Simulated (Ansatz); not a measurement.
# BH (SMILES [BH]) at PBE0/3-21G

What is the vertical electron affinity of BH at PBE0/3-21G? 

The results are computed with Ansatz 0.2.0.

60 further runs of the same task are left out: 60 set aside as unsound or not needed.

## (1) Starting point

The species is BH (2 atoms), meant as a singlet with charge 0. As SMILES, `[BH]`. Geometry: the measured bond length.

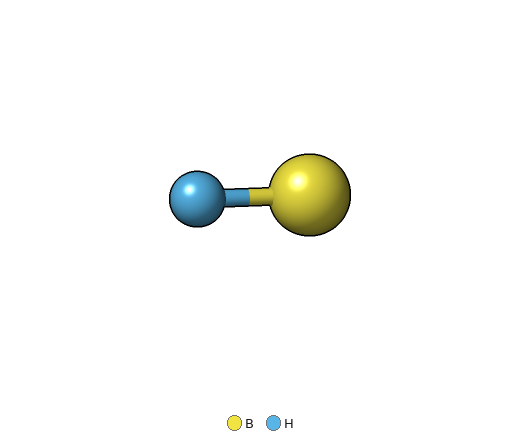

Viewed from a chosen angle; boron yellow, hydrogen blue.

## (2) A single-point energy at PBE0/3-21G

in.yaml

```yaml
basis:
  gaussian:
    orbitals: 3-21G.json
crystal:
  periodic: [false, false, false]
  atoms:
    - {symbol: B, position_ang: [0.000000, 0.000000, 0.000000]}
    - {symbol: H, position_ang: [0.000000, 0.000000, 1.232400]}
magnetization:
  spin_polarized: false
  initial_magnetization: 0
accuracy: high
hamiltonian:
  xc: pbe0
```

The basis set 3-21G is read from a file made from the Basis Set Exchange's data (not shown).

Command:

```console
$ ansatz run in.yaml --threads 1 --pin off --max-ram 2610MiB --events-out events.jsonl --progress --plain --runs-dir runs
```

What it wrote:

```text
Warning: RAYON_NUM_THREADS=1 ignored (pool sized by the plan → 1); use --threads N
Functional definition: PBE0
  name "PBE0"
  parameter a = 0.25
  parameter kappa = 0.804
  parameter beta = 0.06672455060314922
  exchange = (1 - a)*pbe_x(kappa = kappa, mu = beta*pi^2/3) + a*exact_x
  correlation = pbe_c(beta = beta)
210 factors; integrals over basis functions are off by at most 2.8e-9 eV
mean field evaluation 1: about -682.8105 eV, gradient 3.6e0 eV
mean field evaluation 2: about -682.8574 eV, gradient 4.3e-1 eV
mean field evaluation 4: about -682.8481 eV, gradient 3.8e-1 eV
mean field evaluation 8: about -682.8487 eV, gradient 9.5e-4 eV
mean field evaluation 16: about -682.8487 eV, gradient 1.4e-9 eV
mean field -682.84871896 eV, -25.0942275702 hartree, gradient 1.4e-9 eV, S^2 0.000000; 0 other end points of the search recorded, 0 dependent functions left out
reference -682.84872021 eV, -25.0942276161 hartree; 3, 3 occupied and 8, 8 virtual orbitals, 210 factors
Total energy: -682.84872021 eV, -25.0942276161 hartree
```

It took 0.26 s on 1 thread of Arm Neoverse V1, shared host.

## (3) The doublet anion, same level

input.yaml

```yaml
basis:
  gaussian:
    orbitals: 3-21G.json
crystal:
  periodic: [false, false, false]
  atoms:
    - {symbol: B, position_ang: [0.000000, 0.000000, 0.000000]}
    - {symbol: H, position_ang: [0.000000, 0.000000, 1.232400]}
total_charge: -1
magnetization:
  spin_polarized: true
  initial_magnetization: 1
hamiltonian:
  xc: pbe0
accuracy: high
```

The basis set 3-21G is read from a file made from the Basis Set Exchange's data (not shown).

Command:

```console
$ ansatz run input.yaml --threads 1 --pin off --max-ram 2610MiB --events-out events.jsonl --progress --plain --runs-dir runs
```

What it wrote, shortened:

```text
Warning: RAYON_NUM_THREADS=1 ignored (pool sized by the plan → 1); use --threads N
[... 7 set-up lines as earlier in the session ...]
210 factors; integrals over basis functions are off by at most 2.8e-9 eV
mean field evaluation 1: about -682.0464 eV, gradient 3.4e0 eV
mean field evaluation 2: about -682.1660 eV, gradient 9.8e-1 eV
mean field evaluation 4: about -682.1667 eV, gradient 1.8e-1 eV
mean field evaluation 8: about -682.1671 eV, gradient 2.1e-3 eV
mean field evaluation 16: about -682.1671 eV, gradient 1.9e-8 eV
mean field evaluation 32: about -682.1669 eV, gradient 1.0e-1 eV
mean field -682.17956310 eV, -25.0696365460 hartree, gradient 9.1e-9 eV, S^2 0.914106; 4 other end points of the search recorded, 0 dependent functions left out
reference -682.17956445 eV, -25.0696365958 hartree; 4, 3 occupied and 7, 8 virtual orbitals, 210 factors
Total energy: -682.17956445 eV, -25.0696365958 hartree
```

Wall time 0.97 s (1 thread of Arm Neoverse V1, shared host).

## (4) Summary of results

At PBE0/3-21G:

| quantity | value |
| --- | --- |
| singlet BH: total energy | -25.09423 Eh |
| doublet anion: total energy | -25.06964 Eh |
| doublet anion: ⟨S²⟩ | 0.914 |
| vertical electron affinity (to the doublet anion) | -0.669 eV |

The anion lies 0.67 eV (15.4 kcal/mol) above the neutral: the electron isn't bound at this level, and such a value depends on the basis. Without diffuse functions anions come out too high. ⟨S²⟩ (doublet anion) is 0.91 where a pure doublet has 0.75: the reference is spin-contaminated.
